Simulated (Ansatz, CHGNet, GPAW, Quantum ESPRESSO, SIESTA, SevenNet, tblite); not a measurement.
# Amorphous Si0.9Ge0.1 (71 atoms) in SIESTA, part 2 of 2

Aim: run amorphous Si0.9Ge0.1 (71 atoms) in SIESTA and see how near its forces come to a plane-wave reference, and at what cost.

Program: SIESTA 5.4.2; the method stands at each step. Banners, paths, timers and routine set-up lines are dropped from the logs unmarked, and long logs keep their key lines alone; longer cuts are marked. The potentials were converted by us to PSML.

So far. Step 2 (PBE, DZP, shift 0.01 Ry, mesh 300 Ry): Forces lie 11 % from the reference's, at 0.60 times its CPU time (on 1 against 4 cores). Step 3 (PBE, DZP, shift 0.02 Ry, mesh 300 Ry): Against the first run (11 %), the force difference from the reference is 16 %, at 0.69 times the CPU time.

### 4. PBE, DZ, shift 0.01 Ry, mesh 300 Ry

Method: Kohn-Sham DFT, PBE, PseudoDojo 0.4.1 norm-conserving pseudopotentials (converted to PSML), numerical atomic orbitals (DZ), diagonalisation.

input.fdf reads:

```
SystemLabel cell
NumberOfAtoms 71
NumberOfSpecies 2
%block ChemicalSpeciesLabel
  1 14 Si
  2 32 Ge
%endblock ChemicalSpeciesLabel
LatticeConstant 1.0 Ang
%block LatticeVectors
  11.46160 0.00000 0.00000
  0.00000 11.46160 0.00000
  0.00000 0.00000 11.46160
%endblock LatticeVectors
PAO.BasisSize DZ
PAO.EnergyShift 0.01 Ry
XC.Functional GGA
XC.Authors PBE
MeshCutoff 300 Ry
%block kgrid_Monkhorst_Pack
  1 0 0 0.0
  0 1 0 0.0
  0 0 1 0.0
%endblock kgrid_Monkhorst_Pack
SolutionMethod diagon
OccupationFunction FD
ElectronicTemperature 580 K
SCF.Mixer.Method Pulay
SCF.Mixer.Weight 0.05
SCF.Mixer.History 8
SCF.Mix Hamiltonian
MaxSCFIterations 300
SCF.DM.Tolerance 1e-04
SCF.H.Tolerance 1.0e-3 eV
WriteForces T
Write.HirshfeldPop T
Write.VoronoiPop T
Write.DM F
Write.H F
XML.Write F
AtomicCoordinatesFormat Fractional
%block AtomicCoordinatesAndAtomicSpecies
[... 71 atom lines left out: the same atoms as in the first run ...]
%endblock AtomicCoordinatesAndAtomicSpecies
```

On the command line:

```sh
$ OMP_NUM_THREADS=1 siesta < input.fdf > output.txt
```

The log of the run:

```text
Version         : 5.4.2
reinit: System Name:
reinit: System Label: cell
initatom: Reading input for the pseudopotentials and atomic orbitals ----------
Species number:   1 Atomic number:   14 Label: Si
Species number:   2 Atomic number:   32 Label: Ge
Ground state valence configuration (from tables):   3s02  3p02  3d00  4f00
Ground state valence configuration (from tables):   4s02  4p02  4d00  4f00
---- Processing specs for species: Si
GGA--PBE XC_GGA_X_PBE--XC_GGA_C_PBE pb
---- Processing specs for species: Ge
GGA--PBE XC_GGA_X_PBE--XC_GGA_C_PBE pb
Semicore shell(s) with 10 electrons included in the valence for Ge
Semicore shell(s): 3d
Ge pseudopotential only contains V_ls up to l=2 -- lmxkb reset.
Using PAO.SplitTailNorm
%block ChemicalSpeciesLabel
[... lines left out ...]
Total number of electrons:   354.000000
[... lines left out ...]
stepf: Fermi-Dirac step function
        iscf     Eharris(eV)        E_KS(eV)     FreeEng(eV)     dDmax    Ef(eV) dHmax(eV)
[... lines left out ...]
SCF Convergence by DM+H criterion
[... lines left out ...]
SCF cycle converged after 18 iterations
[... lines left out ...]
   Max    2.464730
[... lines left out ...]
   Max    2.464730    constrained
Stress tensor Voigt[x,y,z,yz,xz,xy] (kbar):      -43.44      -41.68      -50.53        1.35        7.28        0.48
[... lines left out ...]
siesta: DEna    =       134.755480
siesta: DUscf   =         4.039933
siesta: Ex      =     -6270.523564
siesta: Ec      =      -547.204162
siesta: Exc     =     -6817.727727
siesta: Eharris =    -24299.508772
siesta: Etot    =    -24299.508763
siesta: FreeEng =    -24299.703409
siesta: Final energy (eV):
siesta:  Band Struct. =   -4603.751080
siesta:       Kinetic =   15459.279873
siesta:       Hartree =    9056.138590
siesta:         Exch. =   -6270.523564
siesta:         Corr. =    -547.204162
siesta:   Exch.-corr. =   -6817.727727
siesta:  Ion-electron =  -32629.136747
siesta:       Ion-ion =   -9368.062753
siesta:         Total =  -24299.508763
siesta:         Fermi =      -3.905480
siesta: Stress tensor (static) (eV/Ang**3):
siesta:    -0.027115    0.000298    0.004544
siesta:     0.000298   -0.026018    0.000842
siesta:     0.004544    0.000842   -0.031539
siesta: Cell volume =       1505.690616 Ang**3
siesta: Pressure (static):
siesta:                Solid            Molecule  Units
siesta:           0.00030740          0.00031052  Ry/Bohr**3
siesta:           0.02822399          0.02851036  eV/Ang**3
siesta:          45.21981815         45.67863142  kBar
    Orbital volume contribution        =          36.280898 eV
    (Free)E + p_basis*V_orbitals       =      -24263.422510 eV
    (Free)Eharris+ p_basis*V_orbitals  =      -24263.422519 eV
Hirshfeld Atomic Populations:
Atom #   charge [q] valence [e]  Species
     1    -0.008661    4.008661  Si
     2    -0.006456    4.006456  Si
     3    -0.011826    4.011826  Si
[...]
65     0.025650   13.974350  Ge
    66     0.066074   13.933926  Ge
    67     0.014659   13.985341  Ge
[...]
--------------------
 Total    -0.000013
Voronoi Atomic Populations:
Atom #   charge [q] valence [e]  Species
[...]
63    -0.035346    4.035346  Si
    64    -0.006754    4.006754  Si
[...]
70     0.054675   13.945325  Ge
    71     0.033037   13.966963  Ge
--------------------
 Total    -0.000013
```

It took 1.8 min on 1 thread of Arm Neoverse V2, shared host; peak memory 0.78 GiB.

Against the reference:

| Property | Result |
| --- | --- |
| r.m.s. force component | 0.6111 eV/Å |
| r.m.s. difference of force components | 204.6 meV/Å |
| longest difference of force vectors | 723.7 meV/Å |
| force difference over r.m.s. force | 40.83 % |
| slope of forces against the reference's | 1.16 |
| correlation of force components | 0.9514 |
| pressure | 4.522 GPa |
| pressure difference | 5.992 GPa |

This is a coarse setting, run to see what it loses.

Against the first run (11 %), the force difference from the reference is 41 %, at 0.35 times the CPU time, with 603 basis functions against 958: the smaller basis costs accuracy.

### 5. All runs compared

Differences are against the plane-wave reference, forces as r.m.s. over components; share is that over the reference's r.m.s. force, slope the least-squares factor from reference forces to these. Total energies of different programs have different zeros and aren't compared.

```
                                                run  Δ force, r.m.s. (meV/Å)  share (%)  slope  Δ pressure (GPa)  cores  CPU time  memory (GiB)
                                          reference                        -          -      -                 -      4   8.4 min           4.2
        SIESTA PBE, DZP, shift 0.01 Ry, mesh 300 Ry                     54.6       10.9  1.046             0.580      1     5 min           1.3
        SIESTA PBE, DZP, shift 0.02 Ry, mesh 300 Ry                     78.7       15.7  1.041            -0.391      1   3.5 min           1.1
SIESTA PBE, DZ, shift 0.01 Ry, mesh 300 Ry (coarse)                      205       40.8  1.160              5.99      1   1.8 min          0.78
```

Rows marked coarse were listed beforehand as settings not expected to be converged; some can still land near the reference.

CPU time is summed over cores on a shared host, where runs went side by side, so it is rough. Symmetry, cutoffs, thresholds, outputs and thread counts weren't matched or tuned between programs; memory under MPI is the largest rank's times the ranks.

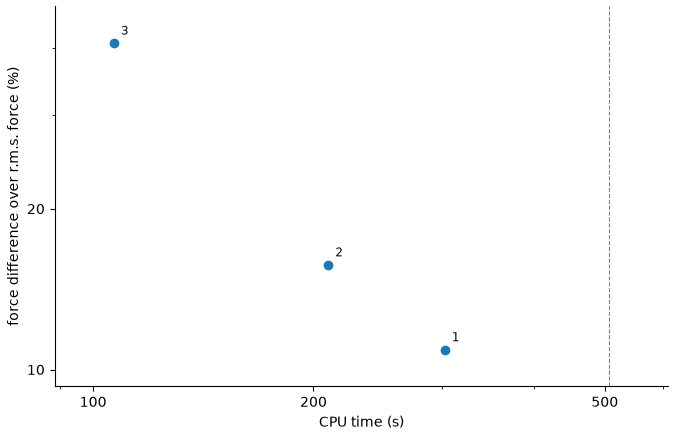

Force difference against CPU time; the dashed line marks the reference's time. Points: 1 SIESTA PBE, DZP, shift 0.01 Ry, mesh 300 Ry; 2 SIESTA PBE, DZP, shift 0.02 Ry, mesh 300 Ry; 3 SIESTA PBE, DZ, shift 0.01 Ry, mesh 300 Ry.

A second geometry, displaced anew (every atom was moved at random, 0.06 Å r.m.s. a Cartesian component), gives an energy difference that all programs can be tested on. The reference puts it at 36.41 meV/atom.

```
                                        run  energy less the first geometry's (meV/atom)  error (meV/atom)  force share at the second geometry (%)
SIESTA PBE, DZP, shift 0.01 Ry, mesh 300 Ry                                        38.40              1.99                                    7.83
SIESTA PBE, DZP, shift 0.02 Ry, mesh 300 Ry                                        38.50              2.09                                    10.1
 SIESTA PBE, DZ, shift 0.01 Ry, mesh 300 Ry                                        42.40              5.98                                    29.9
```

### 6. Outcome

* nearest in forces: SIESTA PBE, DZP, shift 0.01 Ry, mesh 300 Ry, 11 %
* its CPU time: 5 min

**Reading.** The PBE runs in local orbitals, coarse settings apart, differ by 11 % (SIESTA PBE, DZP, shift 0.01 Ry, mesh 300 Ry) to 16 % (SIESTA PBE, DZP, shift 0.02 Ry, mesh 300 Ry); basis, grid and potentials can all enter. Runs with settings chosen to be coarse differ by 41 % (SIESTA PBE, DZ, shift 0.01 Ry, mesh 300 Ry), their programs' other errors included. Of the electronic-structure runs that take under half the reference's CPU time, SIESTA PBE, DZP, shift 0.02 Ry, mesh 300 Ry comes nearest, at 16 % in 3.5 min against 8.4 min. In pressure, SIESTA PBE, DZ, shift 0.01 Ry, mesh 300 Ry misses by +6.0 GPa, at the same functional. The energy difference between the two geometries, 36.4 meV/atom in the reference, is met best by SIESTA PBE, DZP, shift 0.01 Ry, mesh 300 Ry (+1.99) and worst by SIESTA PBE, DZ, shift 0.01 Ry, mesh 300 Ry (coarse) (+5.98). The reference's pressure holds the uncorrected Pulay stress of its 45 Ry basis, so small pressure differences, and their order, may be the reference's own error. The quench rate of 100 K/ps is many orders above laboratory rates, so the cell is likely richer in defects and strain than a real sample. The network of bonds at the start is that of the classical potential that made the cell, and needn't be the one that DFT or experiment would give. The electronic-structure runs sample only Γ, in a cell whose shortest periodic width is 11 Å, which is coarse for a cell with partly filled levels.

[Also dropped from logs without a mark: logging warnings of Python, and SIESTA's first energy breakdown and zero terms.]

[Logs are printed without paths, hosts, clocks, repeated set-up lines and the standing remarks that a program may print on its own settings, such as how far it seeks lower states.]

[Hosts, paths, dates, database ids (printed as entryN), source tags and the programs' standing remarks are cut or masked in the printed files.]
